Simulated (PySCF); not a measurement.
Consider H$_{3}$PbS$_{3}$ (charge −1).

The calculation's input:

```
mol = gto.M(atom='''
Pb    -0.00000    -0.00000    -0.34724
S      2.23926     0.31919     1.08352
H      1.80991    -0.68358     1.88131
S     -1.39606     1.77966     1.08352
H     -0.31296     1.90922     1.88131
S     -0.84320    -2.09885     1.08352
H     -1.49696    -1.22564     1.88131''',
    basis={'Pb': 'def2-SVP', 'S': 'def2-SVP', 'H': 'def2-SVP'},
    ecp={'Pb': 'def2-SVP'},
    charge=-1, spin=0)
mf = dft.RKS(mol, xc='PBE0')
mf.grids.atom_grid = (75, 302)  # f atoms: at least (60, 302), unpruned
mf = mf.density_fit()  # Pb def2-universal-JKFIT, S def2-universal-JKFIT, H def2-universal-JKFIT
mf.conv_tol = 1e-09; mf.max_cycle = 55
mf.kernel(dm0)
```

Launched as:

```sh
OMP_NUM_THREADS=2 python run.py
```

Core potentials replace the inner electrons of Pb.

These are results of RKS PBE0, Pb def2-SVP with ECP60, S def2-SVP, H def2-SVP; non-relativistic Hamiltonian with scalar-relativistic core potentials where named; density fitting (PySCF), not measurements.

### What will maps of the electron density and electron localisation function show?

Pb–S (2.68 Å): ρ at the midpoint is about 0.36 e/Å³; the ELF peaks at about 0.85 in the valence shell of S, 0.9 Å from its nucleus, and drops to about 0.20 between the two atoms.
S–H (1.35 Å): ρ is about 1.4 e/Å³ halfway; the ELF climbs to about 1 towards the hydrogen, as it does in any bond to H.

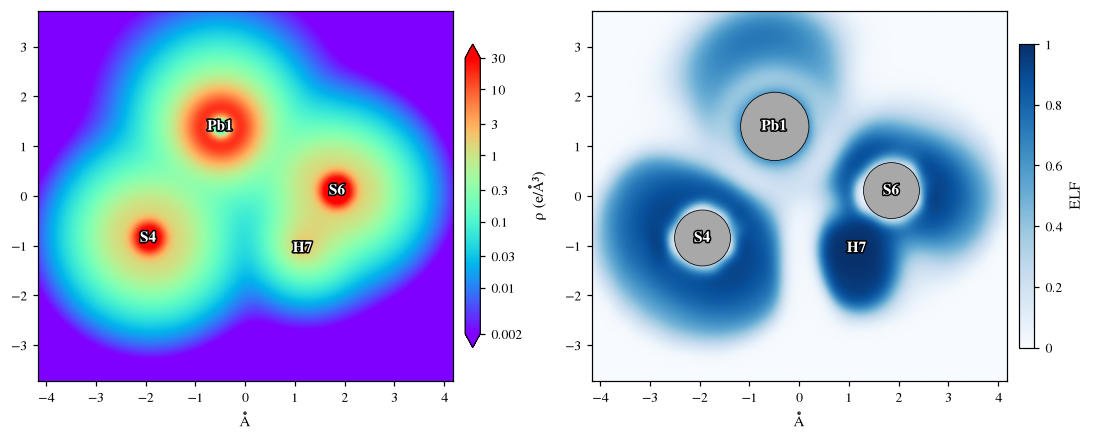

Computed electron density and electron localisation function on the plane of atoms Pb1, S6 and H7, in this order. Grey discs cover the atomic cores in the ELF map. 
